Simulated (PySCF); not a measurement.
Consider AlP (charge +1, quartet).

```yaml
atoms:
  - { symbol: Al, position_ang: [0.0000, 0.0000, -1.3201] }
  - { symbol: P, position_ang: [0.0000, 0.0000, 1.1499] }
```

Level of theory: PySCF, PBE0/def2-TZVP, non-relativistic Hamiltonian with scalar-relativistic core potentials where named, at a bond length of 2.470 Å.

Question: What will maps of the electron density, electron localisation function and spin density show?

Answer: Al–P (2.47 Å): the density is about 0.42 e/Å³ at the midpoint, with its minimum of 0.35 e/Å³ about 0.9 Å from Al; the ELF peaks at about 0.85 in the valence shell of P, 1.0 Å from its nucleus, and is about 0.85 at the midpoint.
The unpaired spin (3 electrons) lies mostly on P2 (about 2.3) and Al1 (about 0.7), in electrons by Hirshfeld's partition.

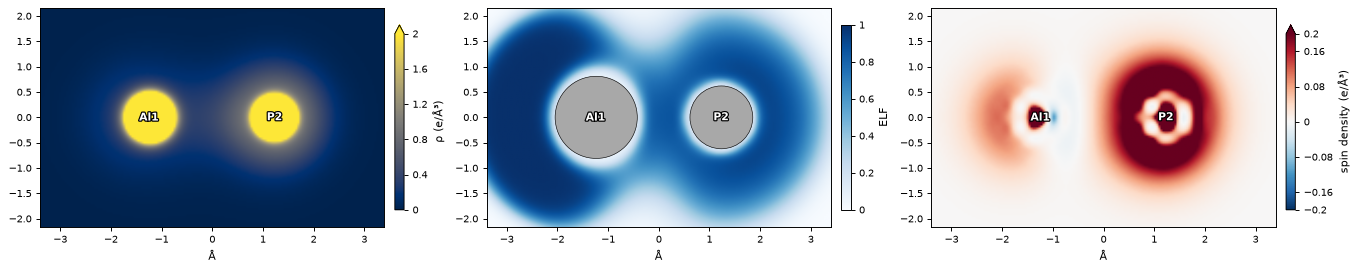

Computed electron density, electron localisation function and spin density on a plane that holds the molecular axis, in this order. Grey discs cover the atomic cores in the ELF map. 
